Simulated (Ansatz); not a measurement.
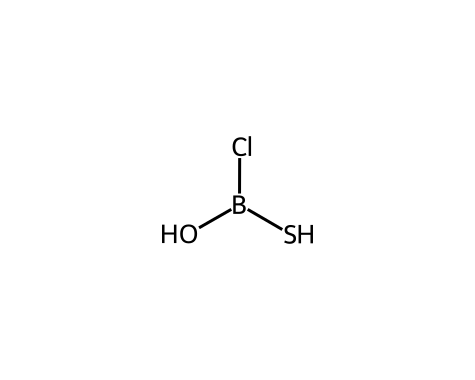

Source: calculation with Ansatz.

2D structure.

Write the SMILES.

OB(S)Cl

Give the formula, hydrogens included.

BClH2OS.

An optimisation with PBE-D4/def2-SVP gave a structure of which point group?

Cs.
